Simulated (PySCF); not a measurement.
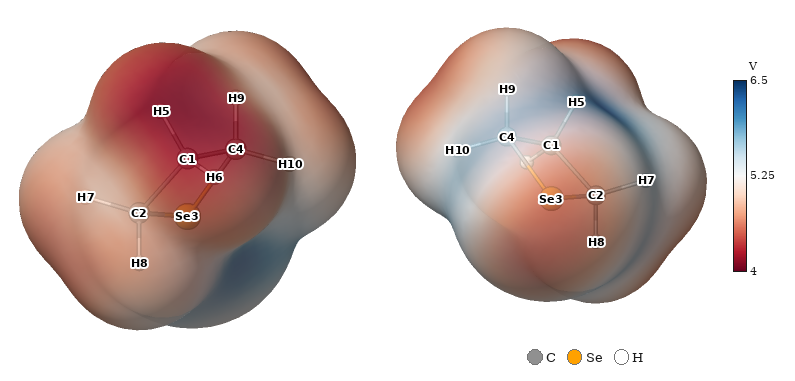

Figure. C$_{3}$H$_{6}$Se, charge +1, doublet, SMILES `C1C[Se+]C1`. Electrostatic potential on the surface of electron density 0.001 a.u. (back view left, front view right).

Method: HF/cc-pVDZ; geometry: GFN2-xTB; program: PySCF. No frequency check shows the geometry to be a minimum. The stability of the open-shell solution wasn't checked. GFN2-xTB bond lengths at metals and heavier atoms can be off by up to 0.1 Å and shapes distorted, which carries into these values. GFN2-xTB doesn't know the spin state, so this open-shell geometry is rough.

Input script:

```python
import numpy as np
from pyscf import gto, scf, dft
from pyscf.scf import atom_ks, atom_hf
from scipy.linalg import block_diag

def solve(mol, dm0=None, hcore=None):
    mf = scf.UHF(mol) if mol.spin else scf.RHF(mol)
    mf = mf.density_fit(auxbasis='def2-universal-jkfit')
    mf.conv_tol, mf.max_cycle = 1e-8, 80
    if hcore is not None:
        mf.get_hcore = lambda *args: hcore
    mf.kernel(dm0)
    if not mf.converged:
        mf = mf.newton().run(mf.mo_coeff, mf.mo_occ, max_cycle=30)
    assert mf.converged, 'SCF not converged'
    return mf

mol = gto.M(atom='''
C     -1.76032    -0.00002    -0.00022
C     -0.76239     1.15616     0.00010
Se     0.81459     0.00001    -0.00002
C     -0.76239    -1.15615     0.00010
H     -2.40958    -0.00001     0.87602
H     -2.40967     0.00003    -0.87564
H     -0.79152     1.79974     0.88148
H     -0.79174     1.79968    -0.88127
H     -0.79140    -1.79981     0.88148
H     -0.79162    -1.79974    -0.88127
''', basis='cc-pvdz', charge=1, spin=1, verbose=4)
mf = solve(mol)
mf.analyze()
# spherically averaged free atoms, for the promolecule
atm = scf.atom_hf.get_atm_nrhf(mol)
pro = block_diag(*[(atm[a[0]][2] * atm[a[0]][3]) @ atm[a[0]][2].T for a in mol._atom])
np.savez('result.npz', e=mf.e_tot, c=mf.mo_coeff, occ=mf.mo_occ, eps=mf.mo_energy, pro=pro, dip=mf.dip_moment(verbose=0), s2=mf.spin_square()[0])
```

Launched as:

```sh
OMP_NUM_THREADS=1 python input.py
```

The run took 5.9 s on 1 thread of Arm Neoverse N1 (shared host), peak memory 0.17 GiB.

Partitions, critical points and surface values were worked out afterwards from this run's density.

Question: Where are the extremes of the potential on the surface?

Answer: Highest: 6.15 V, off the C4–H10 bond (1.9 to 2.1 Å from its atoms), and at like points elsewhere. Further maxima include 4.99 V, near H8 (1.82 Å), C2 (1.85 Å) and H7 (1.89 Å), and at like points elsewhere. Lowest: 4.15 V, 1.5 Å from H5. The surface is sampled at points, so like sites can differ by a few per cent and only the strongest of them is named.

Question: What volume does the surface enclose?

Answer: About 101 Å³.
